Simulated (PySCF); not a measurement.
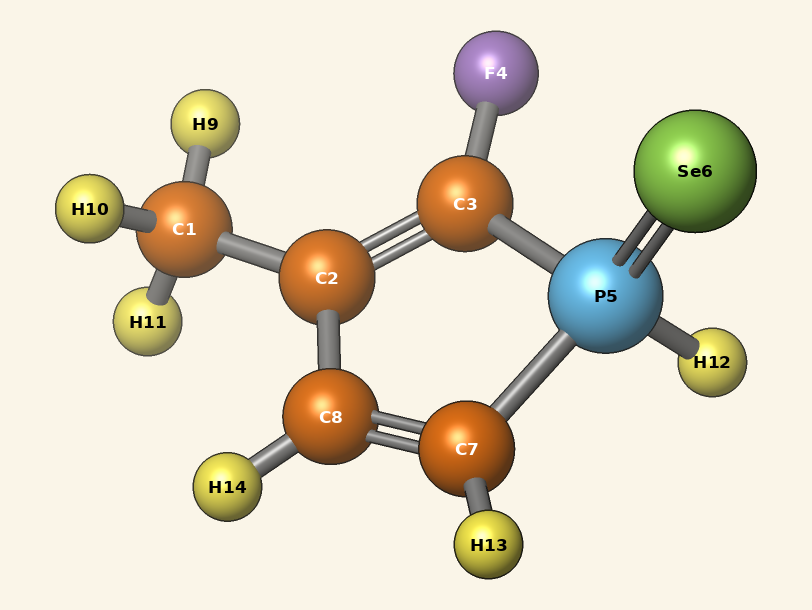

Distant atoms are faded towards the background colour. Computed geometry: GFN2-xTB optimisation. No frequency run is at hand to confirm it as a minimum.

### Which atoms or bonds are stereogenic?

Centres: P5.

### What are the Cahn–Ingold–Prelog descriptors?

P5: S (priorities Se6 > C3 > C7 > H12).

### Give a SMILES with the stereochemistry.

CC1=C(F)[P@@H](=[Se])C=C1
